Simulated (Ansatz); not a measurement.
**CF2 (SMILES F[C]F) at BHLYP/def2-TZVPP**

Aim: the electronic atomisation energy of CF2 at BHLYP/def2-TZVPP, from 3 runs. 

The results are computed with Ansatz 0.2.0.

31 further runs of the same task are left out: 31 set aside as unsound or not needed.

## (1) The structure to begin with

CF2 has 3 atoms, charge 0, and is taken as a singlet. SMILES: `F[C]F`. Geometry: relaxed at PBE0-D4/def2-TZVP.

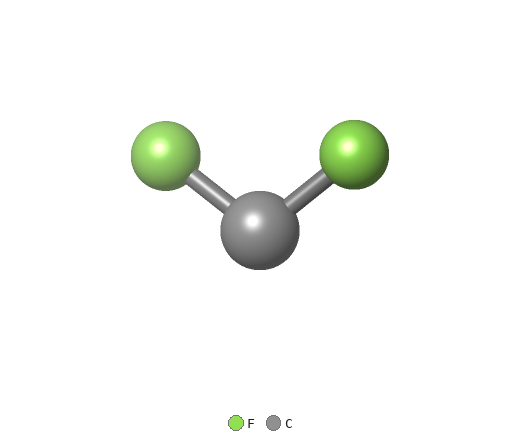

Viewed from a chosen angle; fluorine green, carbon grey.

## (2) The energy at BHLYP/def2-TZVPP

Input file molecule.yaml:

```yaml
crystal:
  periodic: [false, false, false]
  atoms:
    - {symbol: F, position_ang: [0.316310, 0.971410, 0.281600]}
    - {symbol: C, position_ang: [0.382340, -0.318520, 0.175150]}
    - {symbol: F, position_ang: [-0.698640, -0.652890, -0.456750]}
basis:
  gaussian:
    orbitals: def2-TZVPP
hamiltonian:
  xc: {name: BHLYP}
accuracy: high
output: {orbitals: {seedname: orbitals}}
```

The run is started by

```console
ansatz run molecule.yaml --threads 1 --pin off --max-ram 3480MiB --events-out events.jsonl --progress --plain --runs-dir runs
```

Output:

```text
Warning: RAYON_NUM_THREADS=1 ignored (pool sized by the plan → 1); use --threads N
Functional definition: BHLYP
  name "BHLYP"
  parameter a = 0.5
  exchange = (1 - a)*b88_x + a*exact_x
  correlation = lyp_c
1489 factors; integrals over basis functions are off by at most 3.6e-9 eV
mean field evaluation 1: about -6467.2883 eV, gradient 2.9e1 eV
mean field evaluation 2: about -6467.0418 eV, gradient 3.3e1 eV
mean field evaluation 4: about -6468.4051 eV, gradient 3.6e-1 eV
mean field evaluation 8: about -6468.4057 eV, gradient 2.1e-2 eV
mean field evaluation 16: about -6468.4057 eV, gradient 1.3e-6 eV
mean field -6468.40570457 eV, -237.7095252001 hartree, gradient 9.1e-8 eV, S^2 0.000000; 0 other end points of the search recorded, 0 dependent functions left out
reference -6468.40572092 eV, -237.7095258008 hartree; 12, 12 occupied and 81, 81 virtual orbitals, 1489 factors
Total energy: -6468.40572092 eV, -237.7095258008 hartree
```

Wall time 1.1 s (1 thread of AMD EPYC 9R45 (Zen 5), shared host); peak memory 0.21 GiB.

## (3) The C atom

Input file input.yaml:

```yaml
basis:
  gaussian: {orbitals: def2-TZVPP}
crystal:
  periodic: [false, false, false]
  atoms:
    - {symbol: C, position_ang: [0.000000, 0.000000, 0.000000]}
magnetization: {spin_polarized: true, initial_magnetization: 2}
hamiltonian: {xc: {name: BHLYP}}
accuracy: high
```

Run the same way, it converges to -37.84774 Eh (log not shown).

## (4) The F atom, same level

Input file run.yaml:

```yaml
crystal:
  periodic: [false, false, false]
  atoms:
    - {symbol: F, position_ang: [0.000000, 0.000000, 0.000000]}
basis:
  gaussian: {orbitals: def2-TZVPP}
magnetization: {spin_polarized: true, initial_magnetization: 1}
hamiltonian: {xc: {name: BHLYP}}
accuracy: high
```

Run the same way, it converges to -99.74467 Eh (log not shown).

## (5) Summary of results

At BHLYP/def2-TZVPP:

| quantity | value |
| --- | --- |
| molecule: total energy | -237.70953 Eh |
| molecule: HOMO energy | -10.45 eV |
| molecule: LUMO energy | -0.95 eV |
| molecule: HOMO–LUMO gap | 9.51 eV |
| C atom: total energy | -37.84774 Eh |
| C atom: ⟨S²⟩ | 2.005 |
| F atom: total energy | -99.74467 Eh |
| F atom: ⟨S²⟩ | 0.752 |
| electronic atomisation energy | 10.135 eV |

In words: Taking the molecule apart into free atoms costs 10.13 eV (978 kJ/mol), before zero-point energy and without spin-orbit coupling.
